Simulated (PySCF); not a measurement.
# Cl4Te: electronic structure

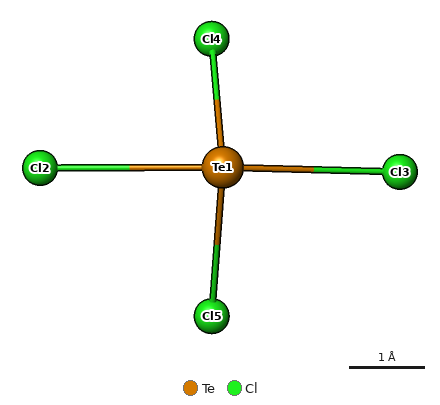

The molecule, with its atoms numbered as below. No frequency check shows the geometry to be a minimum.

Geometry (Å), atoms numbered from 1:

```
Te1     -0.0001   -0.0001    0.4833
Cl2      2.4258    0.0004    0.1397
Cl3     -2.4258   -0.0003    0.1396
Cl4      0.0005   -1.8679   -0.8789
Cl5     -0.0004    1.8681   -0.8787
```

Part 1: Bonding charge

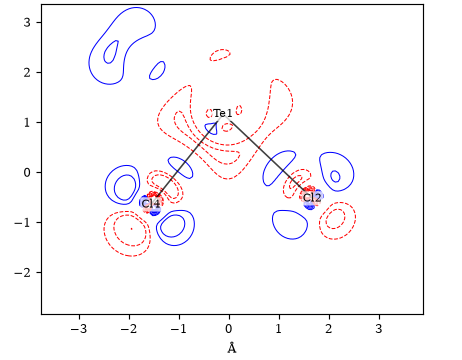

Deformation density (molecule less spherical, spin-averaged free atoms) in the plane of Te1, Cl2 and Cl4; contours at ±0.05 to ±0.8 e/Å³; solid blue lines: gain, dashed red lines: loss.

Method: B3LYP/def2-SVPD; geometry: GFN2-xTB; program: PySCF. Core potentials replace the inner electrons of Te; spin–orbit coupling isn't included.

Q: Describe the bonding that the map shows.

A: Te1–Cl4: +0.01 e/Å³ at the bond critical point (bond length 2.31 Å). Te1–Cl2: +0.01 e/Å³ at the bond critical point (bond length 2.45 Å). In all, 1.3 electrons gather in the regions of gain relative to the promolecule. A small or negative value marks a very polar bond, one between electron-rich atoms, whose free-atom densities already overlap strongly, a long bond to a heavier atom, or a closed-shell contact such as a hydrogen bond.

Q: Where do the Hirshfeld charges lie?

A: The highest Hirshfeld charge is on Te1 (+0.65 e), the lowest on Cl2 and Cl3 (−0.24 e).

```csv
atom,charge (e)
Te1,+0.65
Cl2,−0.24
Cl3,−0.24
Cl4,−0.08
Cl5,−0.08
```

Part 2: Bond critical points

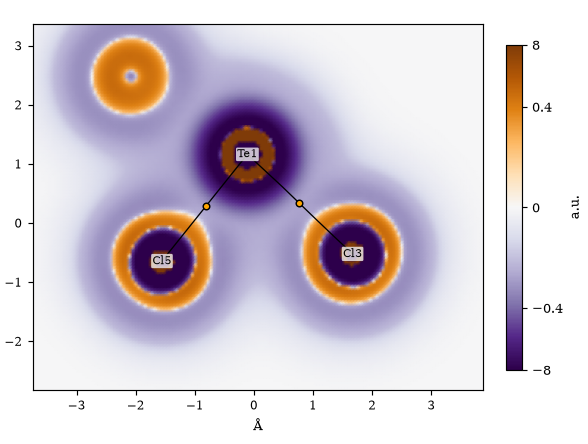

Negative Laplacian of the density (−∇²ρ) in the plane of Te1, Cl3 and Cl5 (orange positive, purple negative, colour scale in a.u., logarithmic beyond ±0.04), with bond paths and bond critical points (dots).

Q: At which bond critical points in this plane is charge locally concentrated, and at which depleted?

A: At none is it concentrated. Depleted (∇²ρ > 0): Te1–Cl5 (+0.11 a.u., H = −0.034); Te1–Cl3 (+0.09 a.u., H = −0.022).

Part 3: Electrostatic potential

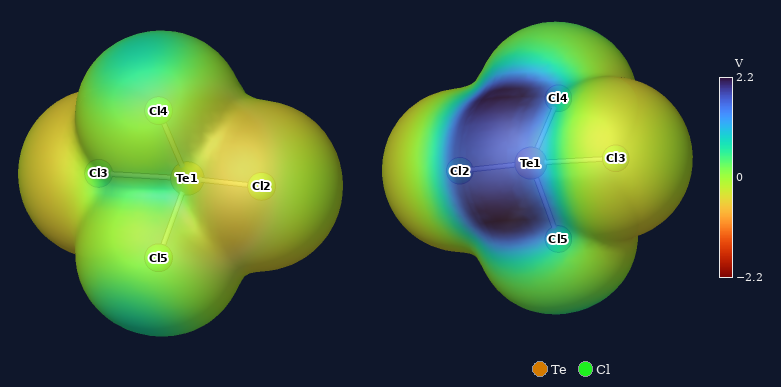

Electrostatic potential on the surface of electron density 0.001 a.u. (back view left, front view right).

Q: Where are the extremes of the potential on the surface?

A: Highest: 2.17 V, 2.2 Å from Te1, and at like points elsewhere. Further maxima include 0.72 V, 1.9 Å from Cl4, and at like points elsewhere; 0.43 V, near Cl5 (2.21 Å) and Cl4 (2.42 Å), over Te1 (2.6 Å). Lowest: −0.54 V, 2.1 Å from Cl2, and at like points elsewhere. The surface is sampled at points, so like sites can differ by a few per cent and only the strongest of them is named.

Q: Does Cl4 carry a σ-hole?

A: Yes: a local maximum of +0.72 V lies on the extension of the Te1–Cl4 bond.

Q: What volume does the surface enclose, and what is the dipole moment?

A: About 156 Å³; the dipole moment is 1.6 D.

The PySCF run shown took 23 s on 1 thread of Arm Neoverse V1 (shared host).
